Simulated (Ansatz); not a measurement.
# Sn3PbSe4: what the fields show

Input

```
crystal:
  lattice:
    - [4.3150201, -6.1027561, 0.0]
    - [4.3150201, 6.1027561, 0.0]
    - [0.0, 0.0, 4.3153571]
  atoms:
    - { symbol: Sn, position: [0.0, 0.5, 0.0] }
    - { symbol: Sn, position: [0.0, 0.0, 0.5] }
    - { symbol: Sn, position: [0.5, 0.0, 0.0] }
    - { symbol: Pb, position: [0.5, 0.5, 0.5] }
    - { symbol: Se, position: [0.755324, 0.755324, 0.0] }
    - { symbol: Se, position: [0.752631, 0.247369, 0.5] }
    - { symbol: Se, position: [0.244676, 0.244676, 0.0] }
    - { symbol: Se, position: [0.247369, 0.752631, 0.5] }
basis:
  ecutwfc: 420
kpoints:
  mp_grid: { grid: [6, 6, 8] }
  band_path:
    path:
      - [[0.0, 0.0, 0.0], [-0.5, 0.5, 0.0], [-0.37498377, 0.62501623, 0.0]]
      - [[0.37498377, 0.37498377, 0.0], [0.0, 0.0, 0.0], [0.0, 0.0, 0.5], [0.37498377, 0.37498377, 0.5]]
      - [[-0.37498377, 0.62501623, 0.5], [-0.5, 0.5, 0.5], [-0.5, 0.5, 0.0]]
      - [[0.0, 0.0, 0.0], [0.0, 0.5, 0.0], [0.0, 0.5, 0.5], [0.0, 0.0, 0.5], [-0.5, 0.5, 0.5]]
    npoints: 14
hamiltonian:
  xc: pbesol
scf:
  occupations: { method: gaussian, width: 0.01 }
  n_extra_bands: 20
output:
  forces: true
  stress: true
  eigenvalues: true
  populations: true
  dos: { projected: true, de: 0.02, nscf_kmesh: { grid: [8, 8, 10] } }
  bader: true
  write_density: true
  write_potential: true
  elf: true
  volumetric_format: npy
```

Command:

```sh
ansatz run input.yaml --threads 4 --pin off --max-ram 8192MiB --backend cpu --events-out ev --progress --plain --runs-dir out
```

Below, planes, directions and counts refer to the conventional cell (a = 8.63 Å, b = 12.21 Å, c = 4.32 Å, α = 90.00°, β = 90.00°, γ = 90.00°).

Space group Cmmm; a structure generated by program, which may or may not match a known phase; computed pressure about −3 GPa in this cell.

Method: Ansatz 0.2.0, DFT PBEsol, scalar-relativistic, plane waves, PAW.

In a PAW calculation such maps are meaningful between the atoms, not at the nuclei.

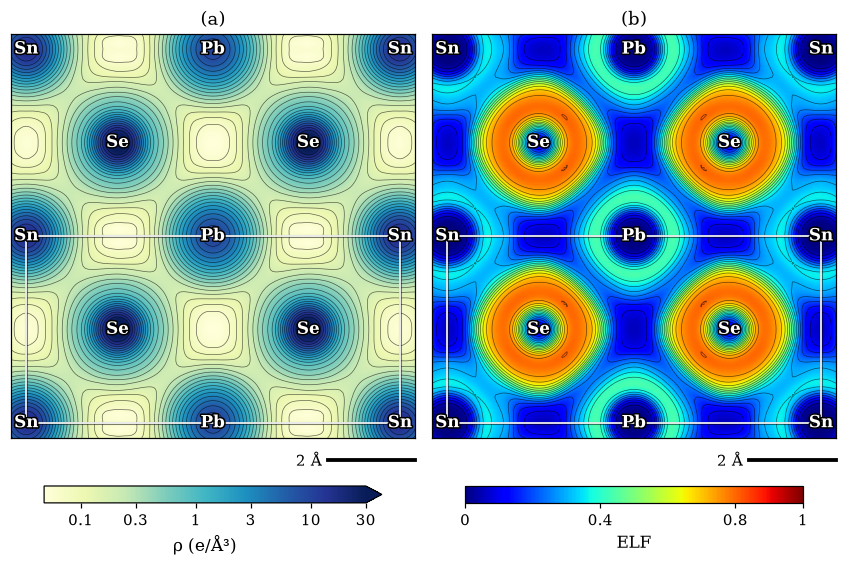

Figure 1. (a) valence charge density (pseudo); (b) electron localisation function on the (010) plane of the conventional cell.

**What does the map show?**

- Atoms in the plane: Sn, Pb and Se.
- Sn–Se (3.02 Å): the density is about 0.22 e/Å³ at the midpoint; the ELF is about 0.40 at the midpoint.
- Pb–Se (3.08 Å): ρ is about 0.2 e/Å³ halfway; the ELF is about 0.30 at the midpoint.
- Between the atoms the lowest density in this plane is 0.05 e/Å³.

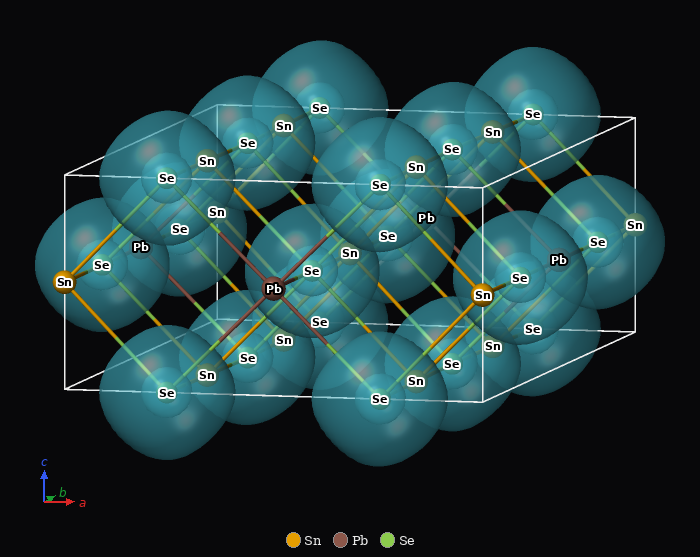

Figure 2. Isosurface of the ELF at 0.6 (cyan), seen slightly off an axis. Core shells and regions of very low density are left out. Sticks mark near contacts.

**What do the ELF domains correspond to?**

The ELF exceeds this value in eight regions wrapped around Se (the valence shell of each), counted in one cell of 16 atoms. Regions shared between cells count once.

**Which way does charge flow, and how much by Bader's partition?**

Electrons move from Sn and Pb towards Se. Bader charges: Sn +0.85, Pb +0.83 and Se −0.84 e.
